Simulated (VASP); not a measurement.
# Absorption of TiO2 (Rutile) from time-dependent hybrids, part 3 of 4

Which functionals bind an exciton in TiO2 (Rutile)? The cell is of the rutile type, one of the forms listed for this formula. The start is a cell from a database of measured crystal structures.

VASP 6.6.1, plane waves and PAW; the level of theory is named at each step.

Still holding for the runs below: This run has no spin polarisation, although Ti can carry a moment.

So far, lowest excitation (eV): step 4 (casida equation on LDA, time-dependent LDA, Casida form) 1.78; step 5 (random-phase approximation on LDA, RPA spectrum on LDA) 1.78.

## 7. Ground state at HSE06

This step: HSE06, no spin polarisation; plane waves and PAW (Ti_sv, O) (VASP 6.6.1).

Many-body steps start from the orbitals of a self-consistent run, here HSE06. A small SIGMA keeps every occupation at zero or full.

The input, INCAR:

```
SYSTEM = TiO2
PREC = Accurate
ENCUT = 420
EDIFF = 1E-08
NELM = 100
ISMEAR = 0
SIGMA = 0.01
LREAL = .FALSE.
ALGO = Normal
LHFCALC = .TRUE.
AEXX = 0.25
GGA = PE
HFSCREEN = 0.2
LASPH = .TRUE.
NBANDS = 30
PRECFOCK = Fast
LORBIT = 11
LWAVE = .TRUE.
LCHARG = .FALSE.
KPAR = 8
```

The input, POSCAR:

```
TiO2
1.0
    4.5922000000      0.0000000000      0.0000000000
    0.0000000000      4.5922000000      0.0000000000
    0.0000000000      0.0000000000      2.9574000000
Ti O
2 4
Direct
    0.5000000000      0.5000000000      0.5000000000
    0.0000000000      0.0000000000      0.0000000000
    0.8049600000      0.1950400000      0.5000000000
    0.6950400000      0.6950400000      0.0000000000
    0.1950400000      0.8049600000      0.5000000000
    0.3049600000      0.3049600000      0.0000000000
```

The input, KPOINTS:

```
Automatic mesh
0
Gamma
4 4 6
0 0 0
```

PAW data sets: Ti_sv and O (PBE family, release 64).

The WAVECAR or CHGCAR of an earlier step is read.

On the command line:

```console
$ mpirun -np 8 vasp_std
```

Log:

```text
[banner, memory and clock lines left out]
running    8 mpi-ranks, on    1 nodes
 distrk:  each k-point on    1 cores,    8 groups
 distr:  one band on    1 cores,    1 groups

 POSCAR found type information on POSCAR TiO
 POSCAR found :  2 types and       6 ions
 [... a notice as in an earlier step ...]

 LDA part: xc-table for (Slater+PW92), standard interpolation
 found WAVECAR, reading the header
 POSCAR, INCAR and KPOINTS ok, starting setup
 FFT: planning ... GRIDC
 FFT: planning ... GRID_SOFT
 FFT: planning ... GRID
 reading WAVECAR
 the WAVECAR file was read successfully
 initial charge from wavefunction
 entering main loop
       N       E                     dE             d eps       ncg     rms          rms(c)
DAV:   1    -0.668286799410E+02   -0.66829E+02   -0.45187E+00  1440   0.187E+01    0.452E+00
DAV:   2    -0.664035091344E+02    0.42517E+00   -0.11526E+00  1860   0.136E+01    0.105E+00
DAV:   3    -0.664705216925E+02   -0.67013E-01   -0.43488E-01  1888   0.420E+00    0.148E+00
DAV:   4    -0.664546255354E+02    0.15896E-01   -0.64770E-02  1852   0.308E+00    0.561E-01
DAV:   5    -0.664580148274E+02   -0.33893E-02   -0.18862E-02  1652   0.106E+00    0.301E-01
DAV:   6    -0.664572059996E+02    0.80883E-03   -0.21403E-03  1720   0.573E-01    0.152E-01
DAV:   7    -0.664574131748E+02   -0.20718E-03   -0.94489E-04  1608   0.212E-01    0.116E-01
DAV:   8    -0.664574094293E+02    0.37455E-05   -0.17415E-04  1830   0.171E-01    0.587E-02
DAV:   9    -0.664574324286E+02   -0.22999E-04   -0.56380E-05  1680   0.678E-02    0.321E-02
DAV:  10    -0.664574383979E+02   -0.59694E-05   -0.61703E-06  1870   0.289E-02    0.195E-02
DAV:  11    -0.664574425957E+02   -0.41977E-05   -0.39476E-06  1754   0.139E-02    0.132E-02
DAV:  12    -0.664574444982E+02   -0.19025E-05   -0.92572E-07  1850   0.104E-02    0.804E-03
DAV:  13    -0.664574454763E+02   -0.97809E-06   -0.31066E-07  1678   0.522E-03    0.482E-03
DAV:  14    -0.664574459685E+02   -0.49222E-06   -0.10357E-07  1772   0.230E-03    0.312E-03
DAV:  15    -0.664574462392E+02   -0.27063E-06   -0.40168E-08  1574   0.153E-03    0.199E-03
DAV:  16    -0.664574463895E+02   -0.15033E-06   -0.14033E-08  1154   0.102E-03    0.124E-03
DAV:  17    -0.664574464714E+02   -0.81937E-07   -0.74360E-09   846   0.697E-04    0.773E-04
DAV:  18    -0.664574465209E+02   -0.49497E-07   -0.38045E-09   840   0.512E-04    0.487E-04
DAV:  19    -0.664574465505E+02   -0.29544E-07   -0.26982E-09   822   0.419E-04    0.311E-04
DAV:  20    -0.664574465679E+02   -0.17446E-07   -0.17455E-09   810   0.335E-04    0.202E-04
DAV:  21    -0.664574465778E+02   -0.98989E-08   -0.10650E-09   804   0.258E-04
   1 F= -.66457447E+02 E0= -.66457447E+02  d E =0.000000E+00
 writing wavefunctions
```

The job ended after 9.4 min (8 MPI ranks of Intel Xeon 6975P-C (Granite Rapids), shared host; peak memory 2.2 GiB).

Parts of OUTCAR (step 7):

```text
   k-points           NKPTS =     24   k-points in BZ     NKDIM =     96   number of bands    NBANDS=     30

   NELECT =      48.0000    total number of electrons

  exchange ACFDT corr.  =         0.00000000  see jH, gK, PRB 81, 115126

 E-fermi :   4.0948

 k-point     1 :       0.0000    0.0000    0.0000
  band No.  band energies     occupation
    ...
     20       1.6818      2.00000
     21       3.1407      2.00000
     22       3.4591      2.00000
     23       3.4591      2.00000
     24       3.8930      2.00000
     25       7.2836      0.00000
     26       7.6142      0.00000
     27       7.8867      0.00000
     28       7.9745      0.00000
     29       7.9745      0.00000
    ...

 POSITION                                       TOTAL-FORCE (eV/Angst)
 -----------------------------------------------------------------------------------
      2.29610      2.29610      1.47870         0.000000      0.000000      0.000000
      0.00000      0.00000      0.00000         0.000000      0.000000      0.000000
      3.69654      0.89566      1.47870         0.044967     -0.044967      0.000000
      3.19176      3.19176      0.00000        -0.044967     -0.044967      0.000000
      0.89566      3.69654      1.47870        -0.044967      0.044967      0.000000
      1.40044      1.40044      0.00000         0.044967      0.044967      0.000000
 -----------------------------------------------------------------------------------
    total drift:                                0.000001      0.000001     -0.000000

  FREE ENERGIE OF THE ION-ELECTRON SYSTEM (eV)
  ---------------------------------------------------
  free  energy   TOTEN  =       -66.4574465778 eV

  energy  without entropy=      -66.4574465778  energy(sigma->0) =      -66.45744658

[... 8 parts as in an earlier step ...]

[... 8 further parts left out ...]
```

The PAW data sets were made with PBE, which is usual practice but a small mismatch for other functionals.

Numbers from this step:

| Property | Result |
| --- | --- |
| free energy (TOTEN) | -66.4574 eV |
| Fermi energy | 4.095 eV |
| gap on the k-mesh | 3.391 eV |
| least direct gap on the k-mesh | 3.391 eV |

## 8. Empty bands, functional HSE06

ALGO = Exact diagonalises the converged Hamiltonian in one step, and LOPTICS writes the k-derivatives of the orbitals (WAVEDER), which give the transition dipoles.

The input, INCAR:

```
SYSTEM = TiO2
PREC = Accurate
ENCUT = 420
ISMEAR = 0
SIGMA = 0.01
LREAL = .FALSE.
LHFCALC = .TRUE.
AEXX = 0.25
GGA = PE
HFSCREEN = 0.2
LASPH = .TRUE.
NBANDS = 40
PRECFOCK = Fast
ALGO = Exact
NELM = 1
LWAVE = .TRUE.
LCHARG = .FALSE.
LOPTICS = .TRUE.
NEDOS = 1000
CSHIFT = 0.1
```

POSCAR is that of step 7.

KPOINTS is that of step 7.

The run starts from files that an earlier step left in the folder.

On the command line:

```console
$ mpirun -np 8 vasp_std
```

Log:

```text
[banner, memory and clock lines left out]
running    8 mpi-ranks, on    1 nodes
[...]
[... a notice as in an earlier step ...]

 LDA part: xc-table for (Slater+PW92), standard interpolation
 found WAVECAR, reading the header
  number of bands has changed, file:    30 present:    40
  trying to continue reading WAVECAR, but it might fail
 POSCAR, INCAR and KPOINTS ok, starting setup
[...]
reading WAVECAR
 random initialization beyond band           30
 the WAVECAR file was read successfully
 initial charge from wavefunction
 entering main loop
       N       E                     dE             d eps       ncg     rms          rms(c)
DIA:   1    -0.664574465975E+02   -0.66457E+02    0.00000E+00     0   0.000E+00
   1 F= -.66457447E+02 E0= -.66457447E+02  d E =-.271117E-63
 writing wavefunctions
 optical routines
 imaginary and real dielectric function
 recalculating local potential from charge density
 direction            1
 direction            2
 direction            3
```

Run time: 25 min. Hardware: 8 MPI ranks; peak memory 3.4 GiB; 3.3 h of CPU time.

Parts of OUTCAR (step 8):

```text
 POSITION                                       TOTAL-FORCE (eV/Angst)
 -----------------------------------------------------------------------------------
      2.29610      2.29610      1.47870        -0.000000      0.000000      0.000000
      0.00000      0.00000      0.00000        -0.000000      0.000000      0.000000
      3.69654      0.89566      1.47870         0.044966     -0.044966      0.000000
      3.19176      3.19176      0.00000        -0.044966     -0.044966      0.000000
      0.89566      3.69654      1.47870        -0.044966      0.044966      0.000000
      1.40044      1.40044      0.00000         0.044966      0.044966      0.000000
 -----------------------------------------------------------------------------------
    total drift:                               -0.000001     -0.000002     -0.000000

  FREE ENERGIE OF THE ION-ELECTRON SYSTEM (eV)
  ---------------------------------------------------
  free  energy   TOTEN  =       -66.4574465975 eV

  energy  without entropy=      -66.4574465975  energy(sigma->0) =      -66.45744660

[... 2 parts as in an earlier step ...]

[... 1 further part left out ...]
[key lines of the parts left out:]
E-fermi :   4.0099
```

## 9. Casida equation on HSE06

This step: time-dependent HSE06, Casida form, no spin polarisation; plane waves and PAW (Ti_sv, O) (VASP 6.6.1).

The Casida equation, in the Tamm-Dancoff approximation (ANTIRES = 0), couples the pairs by a local exchange-correlation kernel and by exact exchange, which attracts electron and hole.

The input, INCAR:

```
SYSTEM = TiO2
PREC = Accurate
ENCUT = 420
ISMEAR = 0
SIGMA = 0.01
LREAL = .FALSE.
LHFCALC = .TRUE.
AEXX = 0.25
GGA = PE
HFSCREEN = 0.2
LASPH = .TRUE.
NBANDS = 40
PRECFOCK = Fast
ALGO = TDHF
NBANDSO = 4
NBANDSV = 5
OMEGAMAX = 25
NEDOS = 1000
CSHIFT = 0.1
LWAVE = .FALSE.
LCHARG = .FALSE.
ANTIRES = 0
LFXC = .TRUE.
LADDER = .TRUE.
```

POSCAR is that of step 8.

KPOINTS is that of step 8.

The run starts from files that an earlier step left in the folder.

On the command line:

```console
$ mpirun -np 8 vasp_std
```

Log:

```text
[banner, memory and clock lines left out]
 LDA part: xc-table for (Slater+PW92), standard interpolation
 found WAVECAR, reading the header
 POSCAR, INCAR and KPOINTS ok, starting setup
 FFT: planning ... GRIDC
 FFT: planning ... GRID_SOFT
 FFT: planning ... GRID
 reading WAVECAR
 the WAVECAR file was read successfully
 initial charge from wavefunction
 available memory per node:     34.15 GB, setting MAXMEM to     34968

 The Fermi energy was updated, please check that it is located mid-gap
 values below the HOMO (VB) or above the LUMO (CB) will cause erroneous energies
 E-fermi :   5.5883

 the WAVEDER file was read successfully
 responsefunction array rank=     680
 LDA part: xc-table for (Slater+PW92), standard interpolation

 Doing            0  frequencies on each core in blocks of            0
 parallelization over k-points
 Using distributed matrix
 Using distributed eigensolver
 allocating two-electron 4 orbital integral table    4    5    4    5
 BSE setting up matrix
 available memory per node:     34.02 GB, setting MAXMEM to     34833
 Calculate matrix elements of the BSE Hamiltonian:
 Workload is divided into blocks of two-electron 4 orbital integrals computed in
  parallel.
 Each block/integral has dimensions  of (   4,   5,   4,   5) orbitals
 Total number of blocks/integrals:                 4656
 Number of spins:                                     1
 Number of kpoints:                                  96
 Spin channel:                                        1
  Number of blocks of unoccupied bands:               1
  Number of blocks of occupied bands:                 1
 Number of rows/columns of blocks:                   96

                                                        Time (sec)
               Integrals                 Ranks       Real         CPU
  [         1 -        768/      4656]     8         0.50        0.00
  [       769 -       1536/      4656]     8         0.99        0.00
  [      1537 -       2304/      4656]     8         1.48        0.00
  [      2305 -       3072/      4656]     8         1.96        0.00
  [      3073 -       3840/      4656]     8         2.45        0.00
  [      3841 -       4608/      4656]     8         2.94        0.00
  [      4609 -       4656/      4656]     8         3.00        0.00

[... 5 parts as in an earlier step ...]
```

The job ended after 6 s (8 MPI ranks; peak memory 2.2 GiB).

From OUTCAR (step 9):

```text
   NELECT =      48.0000    total number of electrons

 E-fermi :   5.5883

[... 9 parts as in an earlier step ...]

[... 1 further part left out ...]
```

This step gave:

| Item | Value |
| --- | --- |
| lowest excitation | 3.316 eV |

The imaginary dielectric function has structure finer than the step of the table below, so its rows give means over 1 eV, whole bins alone (the curve runs from 0 to 25 eV). Peaks (eV: height): xx 4.3: 12.1; yy 4.3: 12.2; zz 4.4: 14.8, 5.0: 11.6.

From 4 filled and 5 empty bands alone, without any pair above OMEGAMAX = 25 eV, so strength is missing wherever others contribute; lines are broadened by CSHIFT, which also makes the tail under the first line. The imaginary dielectric function by photon energy; means over each step:

```
photon energy (eV)       xx       yy       zz
                 1   0.0189   0.0189   0.0246
                 2   0.0539   0.0539   0.0702
                 3    0.200    0.201    0.253
                 4     4.68     4.70     6.35
                 5     5.53     5.51     7.75
                 6     2.54     2.48     2.03
                 7    0.864    0.871    0.641
                 8   0.0961   0.0957   0.0872
                 9   0.0320   0.0318   0.0341
                10   0.0181   0.0180   0.0201
                11   0.0117   0.0116   0.0132
                12  0.00811  0.00808  0.00931
                13  0.00593  0.00588  0.00684
                14  0.00449  0.00446  0.00521
                15  0.00349  0.00349  0.00408
                16  0.00278  0.00276  0.00326
                17  0.00225  0.00224  0.00265
                18  0.00186  0.00185  0.00218
                19  0.00155  0.00154  0.00183
                20  0.00130  0.00130  0.00154
                21  0.00111  0.00111  0.00131
```

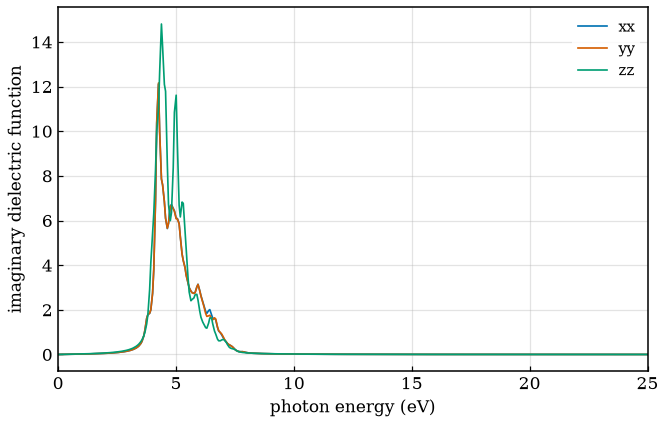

Imaginary dielectric function, plotted against photon energy.

Some of the lowest 40 states alone, with states under 2.5 meV apart joined, scaled to the strongest line shown. Lines of the exciton spectrum (strongest = 100):

```
position (eV)  lines merged  oscillator strength
        3.316             1                  0.0
        3.635             1                  0.0
        3.736             1                  0.0
        3.756             2                  5.8
        3.831             3                  3.8
        3.844             1                  0.0
        3.901             1                  0.0
        3.924             2                  0.4
        3.943             1                  0.0
        3.963             1                   10
        3.987             2                  0.0
        3.994             1                  0.0
        4.033             1                  0.0
        4.079             1                  8.5
        4.093             3                  2.6
        4.128             1                  0.0
        4.139             1                  0.0
        4.192             1                   26
        4.205             1                  0.0
        4.223             3                  100
        4.238             2                  0.0
        4.282             2                  0.2
        4.317             2                  0.0
```

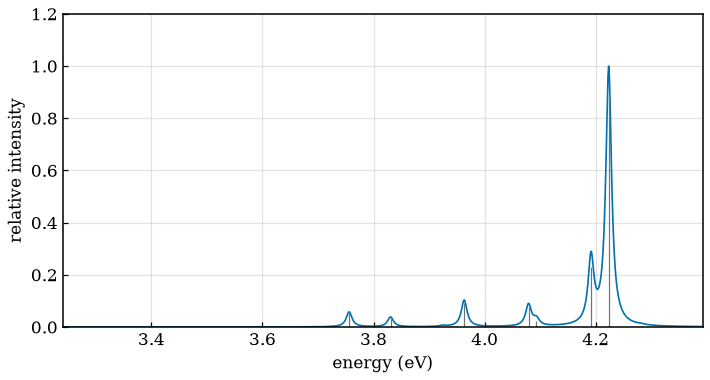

The exciton spectrum, broadened with Lorentzians of width 0.013 eV; bars mark the lines.

The lowest excitation lies at 3.316 eV, -74 meV against the direct gap of these orbitals, a distance that this coarse mesh makes far too large. It is dark; the first state with over 2 % of the strongest strength among the lowest 40 lies at 3.756 eV. Peak heights aren't converged with the mesh, least of all at the onset.

[end of part 3 of 4]

[Lines on the potential files, build, host, timing and source positions are cut from VASP's logs without a mark.]

[Logs are printed without paths, hosts, clocks, repeated set-up lines and the standing remarks that a program may print on its own settings, such as how far it seeks lower states.]

[Hosts, paths, dates, database ids (printed as entryN), source tags and the programs' standing remarks are cut or masked in the printed files.]

[Pressures printed for these runs are not shown converged in the cutoff: they can be off by several GPa and have the wrong sign.]
